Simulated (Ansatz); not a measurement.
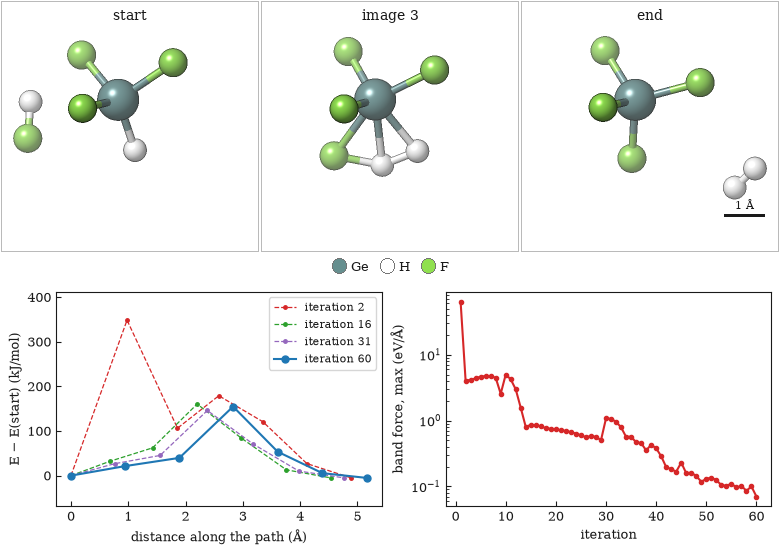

NEB run on GeH2F4. Images are numbered from 0 (start) to 6 (end). The plot follows the band through its iterations. The picture is a ball-and-stick view, seen at a tilt.

All numbers below come from RKS BLYP-D4/def2-SVP in Ansatz.

Input file:
```yaml
crystal:
  periodic: [false, false, false]
  atoms:
    - { symbol: Ge, position_ang: [-0.592834, -0.075354, 0.41394] }
    - { symbol: H, position_ang: [0.339519, -0.304004, 1.60328] }
    - { symbol: F, position_ang: [-0.920519, -1.455712, -0.584219] }
    - { symbol: F, position_ang: [-0.078446, 1.2246, -0.676908] }
    - { symbol: F, position_ang: [-2.152515, 0.476726, 0.95652] }
    - { symbol: H, position_ang: [1.493525, 0.451832, -1.039607] }
    - { symbol: F, position_ang: [1.91107, -0.318088, -0.673006] }
basis:
  gaussian: { orbitals: def2-SVP }
hamiltonian:
  xc: blyp
  dispersion: d4
neb:
  order_check: false
  images: 5
  f_tol: 0.05
  max_iterations: 60
  max_displacement: 0.5
  optimiser: fire
  final_atoms:
    - { symbol: Ge, position_ang: [-0.73553548, -0.02278654, -0.68976677] }
    - { symbol: H, position_ang: [1.6048622, 0.12120723, 2.02310552] }
    - { symbol: F, position_ang: [-1.55202429, -1.476214, -1.13753191] }
    - { symbol: F, position_ang: [-1.35976376, 1.29999985, -1.60643661] }
    - { symbol: F, position_ang: [-0.99339336, 0.27945854, 0.99055487] }
    - { symbol: H, position_ang: [2.08446002, -0.00654094, 1.43982837] }
    - { symbol: F, position_ang: [0.95119467, -0.19512414, -1.01975348] }
  initial_path:
    images:
      - { positions_ang: [[-0.592834, -0.075354, 0.41394], [0.339519, -0.304004, 1.60328], [-0.920519, -1.455712, -0.584219], [-0.078446, 1.2246, -0.676908], [-2.152515, 0.476726, 0.95652], [1.493525, 0.451832, -1.039607], [1.91107, -0.318088, -0.673006]] }
      - { positions_ang: [[-0.57031867, -0.02732918, 0.25692898], [0.56276517, -0.21654821, 1.47083039], [-0.9367147, -1.44951289, -0.63953273], [-0.25628815, 1.31557393, -0.78214453], [-2.05555444, 0.42484675, 0.97729493], [1.50868306, 0.24386006, -0.56415451], [1.74722774, -0.29089046, -0.71922252]] }
      - { positions_ang: [[-0.54780335, 0.02069564, 0.09991795], [0.78601134, -0.12909241, 1.33838077], [-0.9529104, -1.44331378, -0.69484645], [-0.43413031, 1.40654785, -0.88738106], [-1.95859388, 0.3729675, 0.99806986], [1.52384112, 0.03588811, -0.08870203], [1.58338548, -0.26369291, -0.76543905]] }
      - { positions_ang: [[-0.52528802, 0.06872046, -0.05709307], [1.00925751, -0.04163662, 1.20593116], [-0.9691061, -1.43711467, -0.75016018], [-0.61197246, 1.49752178, -0.99261759], [-1.86163332, 0.32108825, 1.01884479], [1.53899917, -0.17208383, 0.38675046], [1.41954322, -0.23649537, -0.81165557]] }
      - { positions_ang: [[-0.59537051, 0.03821813, -0.2679843], [1.20779241, 0.01264466, 1.47832261], [-1.16341216, -1.45014778, -0.87928409], [-0.86123623, 1.43168114, -1.19722393], [-1.57222, 0.30721168, 1.00941482], [1.72081946, -0.11690287, 0.73777643], [1.26342703, -0.22270496, -0.88102154]] }
      - { positions_ang: [[-0.66545299, 0.00771579, -0.47887553], [1.4063273, 0.06692594, 1.75071407], [-1.35771823, -1.46318089, -1.008408], [-1.11049999, 1.36584049, -1.40183027], [-1.28280668, 0.29333511, 0.99998484], [1.90263974, -0.0617219, 1.0888024], [1.10731085, -0.20891455, -0.95038751]] }
      - { positions_ang: [[-0.73553548, -0.02278654, -0.68976677], [1.6048622, 0.12120723, 2.02310552], [-1.55202429, -1.476214, -1.13753191], [-1.35976376, 1.29999985, -1.60643661], [-0.99339336, 0.27945854, 0.99055487], [2.08446002, -0.00654094, 1.43982837], [0.95119467, -0.19512414, -1.01975348]] }
```

Launched with:
```bash
ansatz run input.yaml --threads 2 --pin off --max-ram 3072MiB --backend cpu --events-out ev --progress --plain --runs-dir out
```

Did the band converge, and can the barrier be trusted?

Answer. The result isn't final. The band hadn't converged when the run stopped after 60 iterations. The largest component of the band force went from 64 to 0.07 eV/Å. The barrier read from it is provisional, though the highest image hardly moved in the last two iterations. The step length is far from the usual. The first iteration put the highest image at 804.4 kJ/mol. The highest point, image 3, lies 154.8 kJ/mol above the start and 160.0 kJ/mol above the end; the end is at −5.2 kJ/mol relative to the start.

The run took 3.7 min on 2 threads of Intel(R) Xeon(R) 6975P-C (Granite Rapids) (shared host), peak memory 0.16 GiB.
